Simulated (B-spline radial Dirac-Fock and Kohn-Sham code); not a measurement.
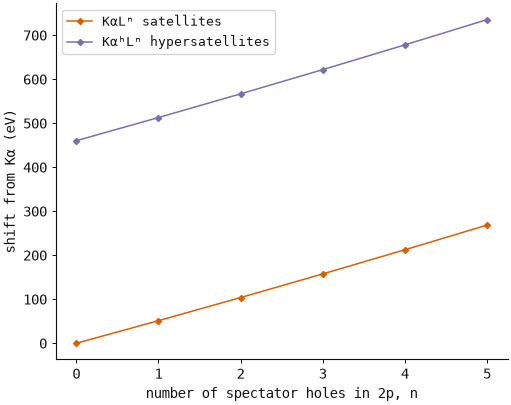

Shifts of Kα satellites and hypersatellites with the number of spectator holes in 2p, counted from the Kα line without spectators. Species: the ion Nb⁺, configuration [Kr] 4d4, inside a Watson sphere of charge −1 and radius 1.6 Å that stands in for a crystal. The calculation used Dirac–Fock ΔSCF (average of configuration, Fermi nucleus, Breit and QED terms, no correlation) (a B-spline radial atomic code).

Question: How far above Kα is the hypersatellite?

Answer: 460 eV as an average over the ¹P and ³P final terms; Kα itself is at 16.582 keV.

Question: What does the first 2p spectator hole do to the line, and why?

Answer: It shifts it up by 51.4 eV: the missing electron screens the nucleus less, and the 1s binding energy rises more than the 2p one.
